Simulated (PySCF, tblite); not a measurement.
# thiophen-2-ol: dynamics, then NMR shifts on frames

Aim: move thiophen-2-ol (`Oc1cccs1`) away from its starting geometry and see how NMR shifts follow the geometry.

Programs: tblite 0.8.0 and PySCF 2.14.0, with density-fitted response routines of our own. Each step states its level of theory. These are calculated values for one molecule in the gas phase, unless marked as measured. Atoms count from 0, in the outputs and in this text.

## 1. The starting structure

10 atoms, charge 0, multiplicity 1; geometry from: GFN2-xTB.

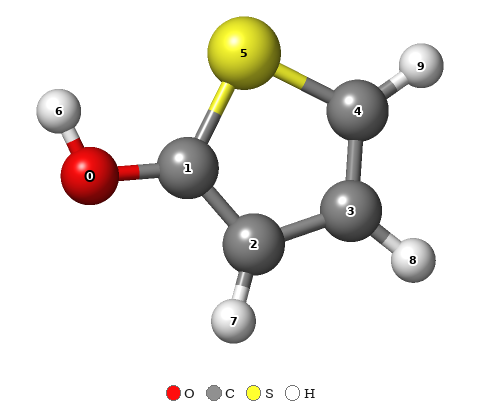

As it starts; oxygen red, carbon grey, sulfur yellow, hydrogen white, atoms numbered.

## 2. A short Langevin run with GFN2-xTB

What the job is given:

```
{"job": {"kind": "md", "xc": "GFN2-xTB", "basis": "xTB", "temperature": 600, "steps": 2000, "every": 50, "frames": 5}, "charge": 0, "multiplicity": 1}
O      2.322636     0.056677    -0.369828
C      0.995227     0.098449    -0.137319
C      0.115945    -0.924354    -0.303019
C     -1.208943    -0.552710     0.029362
C     -1.320779     0.731334     0.439383
S      0.203917     1.541375     0.433510
H      2.729548     0.908570    -0.176869
H      0.407537    -1.898154    -0.647915
H     -2.043290    -1.227298    -0.037780
H     -2.192915     1.270764     0.747946
```

Method: GFN2-xTB Langevin dynamics, gas phase.

Started as:

```bash
OMP_NUM_THREADS=1 python probes_run.py task.json out
```

The driver reads the jobs from task.json and runs them one after another.

Output:

```text
t/fs     T/K      E/eV
    0.0   508.5   -486.76298
   25.0   283.8   -486.41200
   50.0   459.6   -486.34538
   75.0   460.7   -486.25881
  100.0   635.8   -486.45082
  125.0   591.6   -486.37015
  150.0   340.5   -485.96481
  175.0   491.6   -486.23239
  200.0   401.7   -486.33497
  225.0   569.6   -486.36154
  250.0   493.8   -486.30236
  275.0   604.8   -485.94437
  300.0   673.9   -486.11909
  325.0   505.7   -486.02717
  350.0   528.3   -486.25454
  375.0   500.1   -486.24178
  400.0   416.3   -486.14937
  425.0   504.6   -485.95671
  450.0   549.6   -486.14047
  475.0   534.2   -486.11000
  500.0   472.6   -485.76693
  525.0   625.3   -486.02552
  550.0   631.0   -486.17908
  575.0   623.7   -486.20232
  600.0   605.1   -486.03628
  625.0   779.5   -486.08809
  650.0   480.0   -485.80784
  675.0   597.7   -485.77530
  700.0   841.9   -486.31348
  725.0   620.8   -486.04248
  750.0   623.5   -486.11211
  775.0   848.7   -486.11471
  800.0   853.9   -486.01522
  825.0   827.8   -485.95216
  850.0   736.4   -485.92913
  875.0   753.8   -485.84425
  900.0   723.6   -485.99713
  925.0   703.5   -485.86004
  950.0   769.1   -485.98136
  975.0   669.2   -485.67641
 1000.0   681.7   -486.03053
```

Wall time 7.8 s (1 thread of Intel Xeon Platinum 8488C, shared host); peak memory 0.19 GiB.

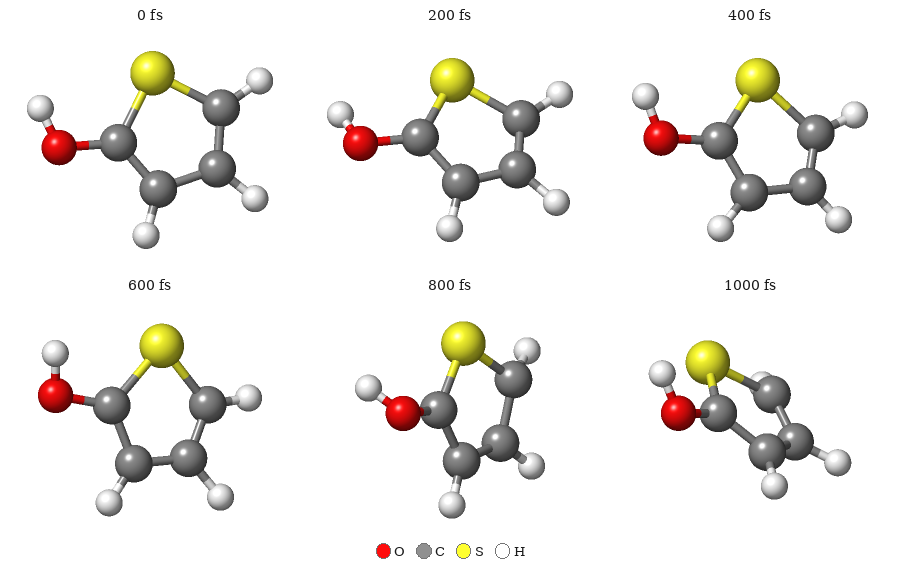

Frames of the run.

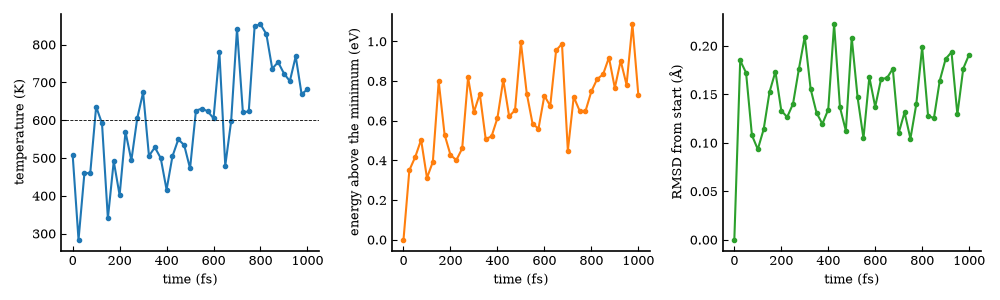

Temperature, potential energy and distance from the start.

Positions (Å) and forces (eV/Å) at 1000 fs:

```xyz
10

O     0.459    1.015   -0.865   -0.204   -0.094   -0.526
C    -0.479    0.798    0.068   -0.903   -0.388    1.063
C    -1.566   -0.094    0.054    2.378    1.340   -1.365
C    -2.254   -0.134    1.272    0.220    0.960    0.471
C    -1.799    0.729    2.254    1.574   -0.153   -3.211
S    -0.338    1.607    1.627   -1.081   -1.017   -0.369
H     0.821    1.915   -0.858   -0.146   -0.250    0.238
H    -1.670   -0.657   -0.890   -0.489    0.275    1.024
H    -3.200   -0.614    1.238   -0.375   -0.550    0.700
H    -1.642    0.726    3.264   -0.975   -0.124    1.973
```

## 3. NMR shieldings: 250 fs, PBE0/pcSseg-1

What the job is given:

```
{"job": {"kind": "nmr", "xc": "PBE0", "basis": "pcSseg-1", "pop": false}, "charge": 0, "multiplicity": 1}
O      1.998900     0.444900    -0.276600
C      0.739900     0.173300     0.067100
C     -0.066100    -0.870500    -0.377600
C     -1.423000    -0.759300     0.056900
C     -1.606300     0.419300     0.753400
S     -0.092400     1.298500     0.970300
H      2.379600     1.270800     0.054000
H      0.376000    -1.728700    -0.771900
H     -2.296300    -1.207700    -0.372800
H     -2.522900     0.873400     1.153300
```

Level: GIAO PBE0/pcSseg-1 NMR shielding, non-relativistic, gas phase.

Output:

```text
coarse grid: 9536 points
cycle   1  E = -627.6386024020  dE =  1.207e+00  |g| = 5.928e-01  |ddm| = 3.204e+00
cycle   2  E = -627.5708721638  dE =  6.773e-02  |g| = 8.189e-01  |ddm| = 1.098e+00
cycle   3  E = -627.7068654833  dE = -1.360e-01  |g| = 8.898e-02  |ddm| = 7.383e-01
cycle   4  E = -627.7086355029  dE = -1.770e-03  |g| = 4.456e-02  |ddm| = 1.401e-01
cycle   5  E = -627.7090937749  dE = -4.583e-04  |g| = 1.288e-02  |ddm| = 4.776e-02
cycle   6  E = -627.7091292038  dE = -3.543e-05  |g| = 2.793e-03  |ddm| = 1.345e-02
cycle   7  E = -627.7091307764  dE = -1.573e-06  |g| = 1.021e-03  |ddm| = 3.211e-03
final grid: 89280 points
cycle   8  E = -627.7572016658  dE = -1.273e-05  |g| = 1.057e-02  |ddm| = 2.592e-02
cycle   9  E = -627.7571611124  dE =  4.055e-05  |g| = 1.662e-02  |ddm| = 2.393e-02
cycle  10  E = -627.7572262333  dE = -6.512e-05  |g| = 1.713e-03  |ddm| = 1.641e-02
cycle  11  E = -627.7572269758  dE = -7.425e-07  |g| = 3.208e-04  |ddm| = 1.800e-03
cycle  12  E = -627.7572270001  dE = -2.435e-08  |g| = 8.142e-05  |ddm| = 3.892e-04
cycle  13  E = -627.7572270011  dE = -1.013e-09  |g| = 5.339e-05  |ddm| = 1.129e-04
cycle  14  E = -627.7572270019  dE = -7.353e-10  |g| = 7.220e-06  |ddm| = 4.776e-05
converged SCF energy = -627.7572270019

GIAO shielding tensors (ppm)
atom      isotropic    diamagn.    paramagn.     s11        s22        s33       span
  0 O      218.654     386.512    -167.859    155.407    230.567    269.986    114.578
  1 C       20.151     256.088    -235.938    -56.063     21.980     94.535    150.598
  2 C       79.544     250.862    -171.318     19.477     66.396    152.759    133.282
  3 C       51.519     252.589    -201.071    -40.543     41.133    153.965    194.508
  4 C       56.750     260.633    -203.883    -28.921     75.640    123.531    152.452
  5 S      317.794    1057.622    -739.827    173.430    360.332    419.621    246.190
  6 H       26.745      30.929      -4.184     19.158     25.433     35.645     16.487
  7 H       26.122      30.992      -4.869     22.918     25.621     29.828      6.910
  8 H       24.462      29.544      -5.082     22.213     23.103     28.070      5.857
  9 H       24.752      29.957      -5.205     21.653     24.886     27.718      6.065
```

Run time: 8.8 s. Hardware: 1 thread of Intel Xeon Platinum 8488C, shared host; peak memory 0.63 GiB.

The references, computed at this level on geometries of the same kind, shield at (ppm): 1H TMS 31.72, 13C TMS 186.9, 17O H2O 336.1, 33S CS2 504. Their shielding less the atom's gives the shift. The references are single molecules in the gas phase, so shifts against H2O, NH3, PH3, H3PO4 or CFCl3 are not on the usual liquid scales and can be off by tens of ppm. Each atom is listed at this fixed geometry, with no averaging over motion; a spectrum would average atoms that exchange fast.

```tsv
atoms	environment	σ (ppm)	δ (ppm)
C1	aromatic carbon bearing oxygen	20.2	166.8
C3	aromatic CH	51.5	135.4
C4	aromatic CH next to the ring sulfur	56.8	130.2
C2	aromatic CH	79.5	107.4
H8	hydrogen on an aromatic CH	24.46	7.25
H9	hydrogen on an aromatic CH next to the ring sulfur	24.75	6.96
H7	hydrogen on an aromatic CH	26.12	5.59
H6	hydrogen on a phenol-type oxygen	26.75	4.97
O0	phenol-type oxygen	218.7	117.4
S5	aromatic ring sulfur	318	186
```

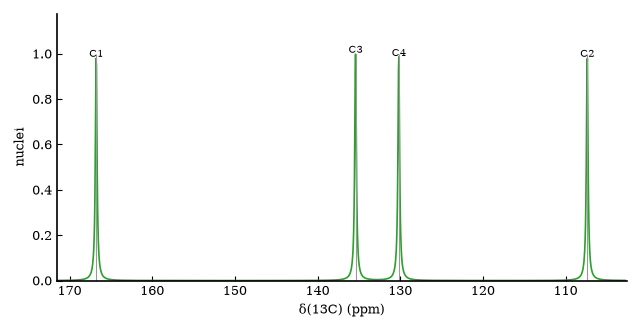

13C lines at the computed shifts, without couplings. Lines are broadened to a width of 0.24 ppm (Lorentzian).

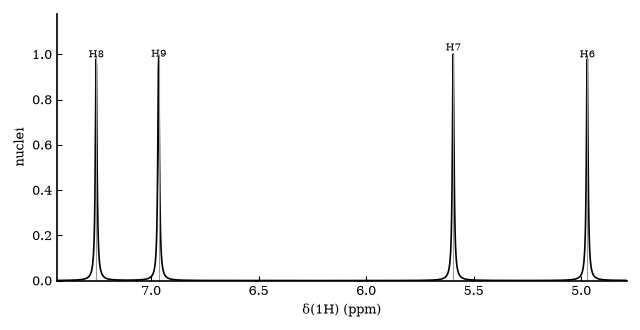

1H lines at the computed shifts, without couplings. Lines are broadened to a width of 0.01 ppm (Lorentzian).

Ring of atoms C1, C2, C3, C4, S5: NICS(0) -12.1, NICS(1) -9.9, NICS(1)zz -22.4 ppm (means of both faces).

## 4. Shielding tensors: 425 fs, PBE0/pcSseg-1

What the job is given:

```
{"job": {"kind": "nmr", "xc": "PBE0", "basis": "pcSseg-1", "pop": false}, "charge": 0, "multiplicity": 1}
O      2.020700     0.162300    -0.429900
C      0.684100    -0.006900    -0.233400
C     -0.085000    -1.150100    -0.439300
C     -1.182700    -1.158700     0.405800
C     -1.523400    -0.078000     1.015800
S     -0.231600     1.091000     0.820200
H      2.328500     0.997900    -0.114900
H      0.130000    -1.729100    -1.305800
H     -1.829700    -2.106500     0.516800
H     -2.395000     0.086800     1.568400
```

Method: GIAO PBE0/pcSseg-1 NMR shielding, non-relativistic, gas phase.

Output:

```text
coarse grid: 9536 points
cycle   1  E = -627.6104188706  dE =  1.258e+00  |g| = 6.307e-01  |ddm| = 3.198e+00
cycle   2  E = -627.5105791577  dE =  9.984e-02  |g| = 9.215e-01  |ddm| = 1.159e+00
cycle   3  E = -627.6882569104  dE = -1.777e-01  |g| = 1.227e-01  |ddm| = 8.073e-01
cycle   4  E = -627.6916491313  dE = -3.392e-03  |g| = 5.806e-02  |ddm| = 1.764e-01
cycle   5  E = -627.6923910724  dE = -7.419e-04  |g| = 1.632e-02  |ddm| = 6.194e-02
cycle   6  E = -627.6924528848  dE = -6.181e-05  |g| = 3.726e-03  |ddm| = 1.992e-02
cycle   7  E = -627.6924555356  dE = -2.651e-06  |g| = 1.771e-03  |ddm| = 4.708e-03
final grid: 89280 points
cycle   8  E = -627.7412905448  dE = -1.581e-05  |g| = 9.014e-03  |ddm| = 2.455e-02
cycle   9  E = -627.7412670129  dE =  2.353e-05  |g| = 1.351e-02  |ddm| = 1.846e-02
cycle  10  E = -627.7413080791  dE = -4.107e-05  |g| = 1.347e-03  |ddm| = 1.236e-02
cycle  11  E = -627.7413085103  dE = -4.311e-07  |g| = 3.473e-04  |ddm| = 1.491e-03
cycle  12  E = -627.7413085391  dE = -2.888e-08  |g| = 9.017e-05  |ddm| = 3.903e-04
cycle  13  E = -627.7413085407  dE = -1.534e-09  |g| = 4.321e-05  |ddm| = 1.119e-04
cycle  14  E = -627.7413085411  dE = -4.534e-10  |g| = 7.648e-06  |ddm| = 4.231e-05
converged SCF energy = -627.7413085411

GIAO shielding tensors (ppm)
atom      isotropic    diamagn.    paramagn.     s11        s22        s33       span
  0 O      207.950     385.683    -177.733    128.081    215.616    280.153    152.072
  1 C        2.979     256.587    -253.608    -77.414      6.805     79.546    156.959
  2 C       81.151     252.288    -171.137     10.135     78.715    154.602    144.468
  3 C       62.771     253.641    -190.870    -15.230     54.677    148.865    164.095
  4 C       78.602     260.070    -181.468     -9.479    100.156    145.128    154.607
  5 S      270.096    1056.405    -786.309    122.128    321.217    366.943    244.816
  6 H       27.303      32.156      -4.853     19.233     26.530     36.145     16.912
  7 H       25.565      30.354      -4.789     22.606     24.233     29.856      7.250
  8 H       24.184      27.314      -3.131     20.321     23.508     28.722      8.400
  9 H       25.798      31.959      -6.161     22.872     25.888     28.634      5.762
```

Wall time 8.5 s (1 thread of Intel Xeon Platinum 8488C, shared host); peak memory 0.64 GiB.

This run: δ C1 183.9, C3 124.2, C4 108.3, C2 105.8, H8 7.53, H7 6.15 ppm.

## 5. Nuclear shieldings: 625 fs, PBE0/pcSseg-1

What the job is given:

```
{"job": {"kind": "nmr", "xc": "PBE0", "basis": "pcSseg-1", "pop": false}, "charge": 0, "multiplicity": 1}
O      2.051300     0.202000    -0.410500
C      0.856100    -0.211400     0.181900
C      0.230700    -1.452500     0.156900
C     -0.988600    -1.534900     0.803300
C     -1.529900    -0.360600     1.022900
S     -0.249300     0.898100     0.878600
H      1.963200     1.064800    -0.754900
H      0.761900    -2.264300    -0.311100
H     -1.373600    -2.456000     0.869000
H     -2.445600    -0.031100     1.479300
```

Level: GIAO PBE0/pcSseg-1 NMR shielding, non-relativistic, gas phase.

Output:

```text
coarse grid: 9536 points
cycle   1  E = -627.6209872650  dE =  1.248e+00  |g| = 6.194e-01  |ddm| = 3.224e+00
cycle   2  E = -627.5312995103  dE =  8.969e-02  |g| = 8.951e-01  |ddm| = 1.172e+00
cycle   3  E = -627.6949746164  dE = -1.637e-01  |g| = 1.045e-01  |ddm| = 8.228e-01
cycle   4  E = -627.6973792527  dE = -2.405e-03  |g| = 5.227e-02  |ddm| = 1.638e-01
cycle   5  E = -627.6979878971  dE = -6.086e-04  |g| = 1.686e-02  |ddm| = 5.994e-02
cycle   6  E = -627.6980549883  dE = -6.709e-05  |g| = 3.711e-03  |ddm| = 2.032e-02
cycle   7  E = -627.6980576708  dE = -2.683e-06  |g| = 1.718e-03  |ddm| = 4.475e-03
final grid: 89280 points
cycle   8  E = -627.7468468331  dE = -1.468e-05  |g| = 9.508e-03  |ddm| = 2.500e-02
cycle   9  E = -627.7468171456  dE =  2.969e-05  |g| = 1.463e-02  |ddm| = 2.126e-02
cycle  10  E = -627.7468665583  dE = -4.941e-05  |g| = 1.551e-03  |ddm| = 1.462e-02
cycle  11  E = -627.7468671635  dE = -6.052e-07  |g| = 3.648e-04  |ddm| = 1.755e-03
cycle  12  E = -627.7468671954  dE = -3.194e-08  |g| = 8.533e-05  |ddm| = 4.148e-04
cycle  13  E = -627.7468671966  dE = -1.213e-09  |g| = 4.226e-05  |ddm| = 9.981e-05
cycle  14  E = -627.7468671971  dE = -4.318e-10  |g| = 6.546e-06  |ddm| = 3.957e-05
converged SCF energy = -627.7468671971

GIAO shielding tensors (ppm)
atom      isotropic    diamagn.    paramagn.     s11        s22        s33       span
  0 O      233.731     386.681    -152.950    152.372    260.919    287.901    135.529
  1 C       11.952     256.667    -244.716    -71.582     21.616     85.821    157.403
  2 C       67.307     253.569    -186.262     -1.918     66.563    137.275    139.193
  3 C       67.279     252.553    -185.274    -12.575     41.982    172.431    185.006
  4 C       59.729     257.854    -198.125    -12.827     65.741    126.273    139.100
  5 S      259.436    1056.773    -797.337    141.495    229.718    407.094    265.599
  6 H       28.173      33.641      -5.469     19.339     26.430     38.750     19.410
  7 H       25.317      30.833      -5.516     21.924     24.420     29.606      7.682
  8 H       26.164      32.570      -6.405     23.790     26.678     28.025      4.234
  9 H       25.096      30.687      -5.591     21.710     24.945     28.634      6.924
```

Wall time 8.6 s (1 thread of Intel Xeon Platinum 8488C, shared host); peak memory 0.64 GiB.

This run: δ C1 175.0, C4 127.2, C3 119.6, C2 119.6, H9 6.62, H7 6.40 ppm.

## 6. NMR shieldings: 800 fs, PBE0/pcSseg-1

What the job is given:

```
{"job": {"kind": "nmr", "xc": "PBE0", "basis": "pcSseg-1", "pop": false}, "charge": 0, "multiplicity": 1}
O      1.260200     0.475000    -0.813300
C      0.416200     0.316600     0.213600
C     -0.117600    -0.922500     0.574900
C     -1.042200    -0.760000     1.621300
C     -1.344000     0.621200     1.877300
S     -0.190100     1.608900     1.158600
H      2.020200     1.008000    -0.589000
H      0.131000    -1.791500    -0.028000
H     -1.762500    -1.404200     2.130500
H     -1.707200     1.046100     2.884400
```

Level: GIAO PBE0/pcSseg-1 NMR shielding, non-relativistic, gas phase.

Output:

```text
coarse grid: 9536 points
cycle   1  E = -627.6338754740  dE =  1.155e+00  |g| = 5.876e-01  |ddm| = 3.183e+00
cycle   2  E = -627.5708362183  dE =  6.304e-02  |g| = 8.143e-01  |ddm| = 1.087e+00
cycle   3  E = -627.6999296255  dE = -1.291e-01  |g| = 8.043e-02  |ddm| = 7.141e-01
cycle   4  E = -627.7013361212  dE = -1.406e-03  |g| = 4.060e-02  |ddm| = 1.299e-01
cycle   5  E = -627.7017244016  dE = -3.883e-04  |g| = 1.270e-02  |ddm| = 4.777e-02
cycle   6  E = -627.7017605593  dE = -3.616e-05  |g| = 2.686e-03  |ddm| = 1.394e-02
cycle   7  E = -627.7017620837  dE = -1.524e-06  |g| = 8.057e-04  |ddm| = 3.050e-03
final grid: 89280 points
cycle   8  E = -627.7501877664  dE = -1.283e-05  |g| = 9.707e-03  |ddm| = 2.249e-02
cycle   9  E = -627.7501577878  dE =  2.998e-05  |g| = 1.469e-02  |ddm| = 2.216e-02
cycle  10  E = -627.7502086583  dE = -5.087e-05  |g| = 1.205e-03  |ddm| = 1.492e-02
cycle  11  E = -627.7502090292  dE = -3.708e-07  |g| = 3.288e-04  |ddm| = 1.414e-03
cycle  12  E = -627.7502090551  dE = -2.591e-08  |g| = 4.684e-05  |ddm| = 3.238e-04
cycle  13  E = -627.7502090552  dE = -1.876e-10  |g| = 3.599e-05  |ddm| = 7.647e-05
cycle  14  E = -627.7502090556  dE = -3.296e-10  |g| = 7.949e-06  |ddm| = 3.673e-05
converged SCF energy = -627.7502090556

GIAO shielding tensors (ppm)
atom      isotropic    diamagn.    paramagn.     s11        s22        s33       span
  0 O      235.882     388.419    -152.536    167.823    240.231    299.593    131.770
  1 C        8.110     253.161    -245.051    -63.534     14.825     73.040    136.573
  2 C       66.725     250.776    -184.052     -4.202     53.459    150.918    155.121
  3 C       40.429     252.516    -212.087    -61.556     29.013    153.829    215.385
  4 C       65.035     259.441    -194.406    -29.421     81.065    143.461    172.882
  5 S      288.083    1056.768    -768.684    140.535    204.695    519.020    378.485
  6 H       28.191      31.315      -3.124     19.909     25.671     38.993     19.084
  7 H       24.185      30.215      -6.030     21.700     23.550     27.306      5.606
  8 H       23.705      28.271      -4.565     20.550     22.058     28.508      7.958
  9 H       24.496      27.480      -2.984     20.391     24.883     28.215      7.824
```

Run time: 8.8 s. Hardware: 1 thread of Intel Xeon Platinum 8488C, shared host; peak memory 0.64 GiB.

Key values: δ C1 178.8, C3 146.5, C4 121.9, C2 120.2, H8 8.01, H7 7.53 ppm.

## 7. NMR shieldings: 1000 fs, PBE0/pcSseg-1

What the job is given:

```
{"job": {"kind": "nmr", "xc": "PBE0", "basis": "pcSseg-1", "pop": false}, "charge": 0, "multiplicity": 1}
O      0.458900     1.015300    -0.865300
C     -0.479500     0.797800     0.068200
C     -1.565600    -0.093700     0.054500
C     -2.254400    -0.133700     1.271900
C     -1.798600     0.728800     2.253600
S     -0.337500     1.607100     1.627200
H      0.821300     1.914900    -0.858200
H     -1.669700    -0.656700    -0.890500
H     -3.200400    -0.613700     1.237800
H     -1.641800     0.726300     3.264400
```

Level: GIAO PBE0/pcSseg-1 NMR shielding, non-relativistic, gas phase.

Output:

```text
coarse grid: 9536 points
cycle   1  E = -627.6286758921  dE =  1.069e+00  |g| = 5.838e-01  |ddm| = 3.162e+00
cycle   2  E = -627.5595297231  dE =  6.915e-02  |g| = 8.244e-01  |ddm| = 1.013e+00
cycle   3  E = -627.6938136157  dE = -1.343e-01  |g| = 9.627e-02  |ddm| = 6.763e-01
cycle   4  E = -627.6957837767  dE = -1.970e-03  |g| = 5.151e-02  |ddm| = 1.473e-01
cycle   5  E = -627.6963923733  dE = -6.086e-04  |g| = 1.679e-02  |ddm| = 6.033e-02
cycle   6  E = -627.6964596366  dE = -6.726e-05  |g| = 4.465e-03  |ddm| = 2.023e-02
cycle   7  E = -627.6964634805  dE = -3.844e-06  |g| = 2.236e-03  |ddm| = 5.555e-03
final grid: 89280 points
cycle   8  E = -627.7447196837  dE = -1.636e-05  |g| = 8.714e-03  |ddm| = 2.404e-02
cycle   9  E = -627.7446901448  dE =  2.954e-05  |g| = 1.390e-02  |ddm| = 1.854e-02
cycle  10  E = -627.7447360796  dE = -4.593e-05  |g| = 1.773e-03  |ddm| = 1.301e-02
cycle  11  E = -627.7447369186  dE = -8.390e-07  |g| = 3.805e-04  |ddm| = 1.981e-03
cycle  12  E = -627.7447369565  dE = -3.791e-08  |g| = 6.236e-05  |ddm| = 4.746e-04
cycle  13  E = -627.7447369569  dE = -4.113e-10  |g| = 5.160e-05  |ddm| = 1.206e-04
cycle  14  E = -627.7447369576  dE = -7.224e-10  |g| = 5.775e-06  |ddm| = 4.970e-05
converged SCF energy = -627.7447369576

GIAO shielding tensors (ppm)
atom      isotropic    diamagn.    paramagn.     s11        s22        s33       span
  0 O      210.172     391.322    -181.150    114.404    229.728    286.385    171.981
  1 C       -3.277     253.490    -256.767    -88.363      2.316     76.216    164.579
  2 C       69.010     252.943    -183.933     -0.251     69.292    137.991    138.242
  3 C       56.373     251.247    -194.874    -18.602     25.696    162.024    180.626
  4 C       60.876     263.374    -202.498     -9.148     50.649    141.128    150.276
  5 S      216.212    1057.756    -841.543      6.130    253.790    388.717    382.587
  6 H       26.907      31.095      -4.188     19.085     25.503     36.133     17.048
  7 H       24.335      30.268      -5.932     21.417     23.312     28.277      6.860
  8 H       24.774      28.266      -3.492     21.961     24.945     27.417      5.456
  9 H       25.366      31.826      -6.460     22.004     23.478     30.615      8.611
```

It took 8.8 s on 1 thread of Intel Xeon Platinum 8488C, shared host; peak memory 0.64 GiB.

Key values: δ C1 190.2, C3 130.6, C4 126.0, C2 117.9, H7 7.38, H8 6.94 ppm.

## 8. Side by side: NMR shifts

Shifts (ppm) of some atoms, chosen among heavy atoms and hydrogens apart, with basis size and wall time:

```tsv
frame	C1	C3	C4	H8	H7	O0	S5	functions	time
250 fs	166.8	135.4	130.2	7.25	5.59	117.4	186	129	8.8 s
425 fs	183.9	124.2	108.3	7.53	6.15	128.1	234	129	8.5 s
625 fs	175.0	119.6	127.2	5.55	6.40	102.3	244	129	8.6 s
800 fs	178.8	146.5	121.9	8.01	7.53	100.2	216	129	8.8 s
1000 fs	190.2	130.6	126.0	6.94	7.38	125.9	288	129	8.8 s
```

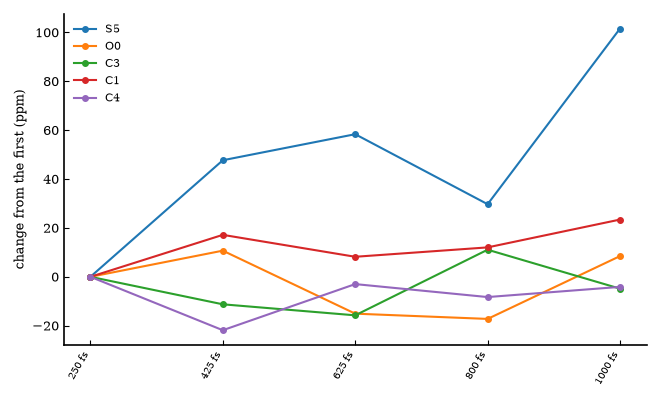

How five of the tabulated atoms move from run to run.

## 9. What came out

| quantity | value |
| --- | --- |
| thermostat | 600 K |
| mean temperature, second half | 689 K |
| mean potential energy above the minimum | 0.77 eV |
| 13C shifts against TMS (PBE0/pcSseg-1, 250 fs) | 166.8, 135.4, 130.2, 107.4 ppm |
| 1H shifts against TMS (PBE0/pcSseg-1, 250 fs) | 7.25, 6.96, 5.59, 4.97 ppm |
| 17O shifts against H2O (PBE0/pcSseg-1, 250 fs) | 117.4 ppm |
| 33S shifts against CS2 (PBE0/pcSseg-1, 250 fs) | 186 ppm |
| range of the shift of S5 | 186 to 288 ppm |

What this shows: In the second half the potential energy averages 0.77 eV above the minimum; equipartition over 24 harmonic modes at 600 K would give 0.62 eV. With 10 atoms the temperature swings widely (284 to 854 K). Shifts at one fixed geometry are not the observed spectrum, which averages over the motion. In the first frame run (250 fs): The widest tensor belongs to S5: span 246 ppm, with a paramagnetic part of -740 ppm. NICS(1)zz of -22 ppm above the planar ring from C1 marks a diatropic (aromatic) ring current. Across the 5 runs the shift of S5 moves most, between 186 (250 fs) and 288 ppm (1000 fs).
